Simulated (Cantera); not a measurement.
Feed: 1 mol Fe3O4, 7.6 mol CO, 1.4 mol N2, held at 0.270 bar.

Cantera equilibrium calculation (NASA polynomials, part measured and part estimated; ideal gas, pure solids and liquids). Candidate condensed phases: C, Fe, Fe(CO)5, FeO, Fe2O3, Fe3O4; 27 gas species. The tables' stoichiometric FeO is somewhat more stable than real wüstite, so its field is too wide. FeO: taken at fixed stoichiometry. The numbers say what is thermodynamically allowed, not how fast it happens.

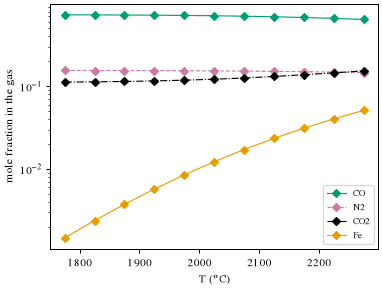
Fig. 1. Equilibrium gas composition (values under 1e-9 drawn at 1e-9)

From 1775 °C to 2275 °C the condensed part is FeO(l). The main Fe-bearing gas is Fe throughout. The share of Fe in condensed phases is highest at 1775 °C (99.5 %) and lowest at 2275 °C (82.4 %).
